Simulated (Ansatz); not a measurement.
## TiAl, pressure series

Start from TiAl (space group P4/mmm, No. 123; a = 2.824 Å, c = 4.071 Å).

Cell and atoms are relaxed at each pressure.

Calculations: Kohn–Sham DFT with the PBE functional, run in Ansatz (a program for electronic structure) with PAW and 420 eV plane waves, no spin-orbit coupling, earlier PAW set.

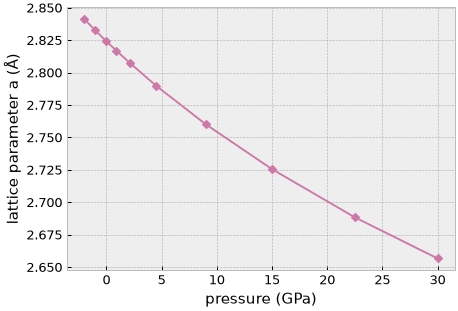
Fig. 1. Lattice parameter a against pressure

| pressure (GPa) | lattice parameter a |
|---|---|
| -2 | 2.841 Å |
| -1 | 2.832 Å |
| 0.9 | 2.817 Å |
| 2.1 | 2.808 Å |
| 4.5 | 2.790 Å |
| 9 | 2.760 Å |
| 15 | 2.726 Å |
| 22.5 | 2.688 Å |
| 30 | 2.657 Å |

Load acts through the strain it causes; cell and atoms are relaxed under it. No phonon test of stability was made. Competing high-pressure phases were not computed. All final runs are without spin polarisation.
